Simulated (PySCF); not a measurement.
Input

```
mol = gto.M(atom='''
Pt    -0.26023     0.28958     0.03122
H      1.17509     1.13103     0.55639
H      1.49455     0.35310     0.38788
H     -0.73258     1.73628     0.37388
H     -1.78801     0.11295    -0.31980
N      0.02497    -1.83362    -0.55269
H     -0.75543    -2.37124    -0.17567
H     -0.02413    -1.91684    -1.56890
H      0.88167    -2.29687    -0.25241''',
    basis={'Pt': 'def2-SVP', 'H': 'def2-SVP', 'N': 'def2-SVP'},
    ecp={'Pt': 'def2-SVP'},
    charge=0, spin=0)
mf = dft.RKS(mol, xc='PBE0')
mf.grids.atom_grid = (75, 302)  # f atoms: at least (60, 302), unpruned
mf = mf.density_fit()  # Pt def2-universal-JKFIT, H def2-universal-JKFIT, N def2-universal-JKFIT
mf.conv_tol = 1e-09; mf.max_cycle = 55
mf.kernel(dm0)
```

Run with:

```sh
OMP_NUM_THREADS=2 python run.py
```

Core potentials replace the inner electrons of Pt.

All numbers below come from RKS PBE0, Pt def2-SVP with ECP60, H def2-SVP, N def2-SVP; non-relativistic Hamiltonian with scalar-relativistic core potentials where named; density fitting (PySCF 2.14.0).

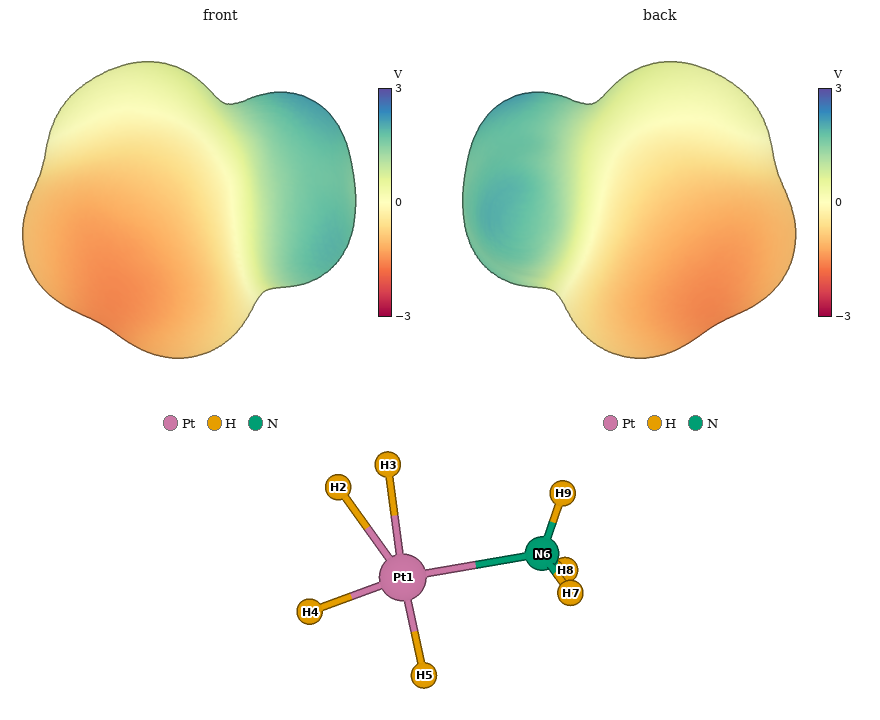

H$_{7}$NPt (Pt(H)4(NH3)). The electrostatic potential painted on the density surface at 0.001 e/bohr³, seen from the front and from behind; red is negative and blue positive. The bare structure is drawn below in the same view.

**Which sites attract a positive test charge, and which a negative one?**

A positive charge is drawn to the negative regions and a negative charge to the positive ones. The most negative region (about −1.5 V, or −35 kcal/mol for a unit charge) lies over Pt1, the most positive (about +2.1 V, or +48 kcal/mol for a unit charge) over H9.

**How polar is the molecule by this calculation?**

Its dipole moment is 5.65 D.
